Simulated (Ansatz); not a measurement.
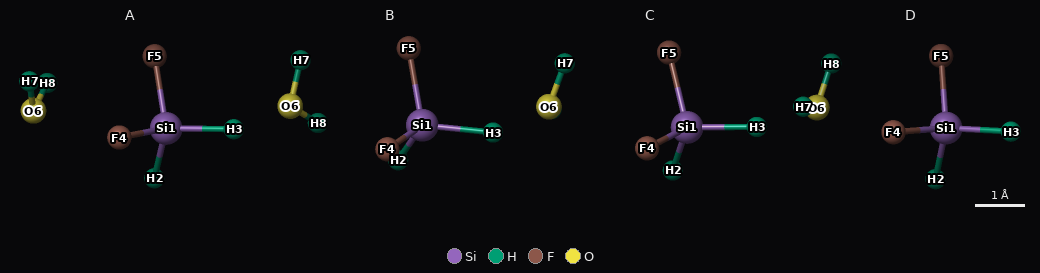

4 geometries from one relaxation of SiH4OF2, in shuffled order. Style: ball-and-stick. Shown at a tilt.

The run prepares an end point of a later path (reaction) calculation, from a guessed geometry.

The calculation used Ansatz, RKS B3LYP/def2-SVP. Settings: no spin polarisation; force threshold 0.03 eV/Å; at most 50 steps.

**Order the frames from highest to lowest energy.**

B, C, A, D. They are steps 0, 6, 14, 22, at +0.213 eV, +0.084 eV, +0.051 eV relative to the last. The atom that moves furthest after the best rigid fit is H8 (1.26 Å). Largest moves by element: H 1.26 Å, F 0.63 Å, O 0.34 Å, Si 0.15 Å. Among the contacts that change: O6–H8 0.984 → 0.968 Å, Si1–F4 1.610 → 1.625 Å, Si1–H2 1.467 → 1.472 Å. Bond angles that change, for instance: H2–Si1–F5 108.4° → 111.6°. Over 19 accepted moves (22 points after the start) the energy falls by 0.213 eV. Largest force component: 0.82 eV/Å at the start, 0.011 eV/Å at the end. The line search rejected the trial steps at points 5, 15, 20 of the run. The forces were under the threshold at step 19, but the run went on from there. The run took 63 s on 1 thread of Arm Neoverse V1, with other jobs on the host, peak memory 0.15 GiB.
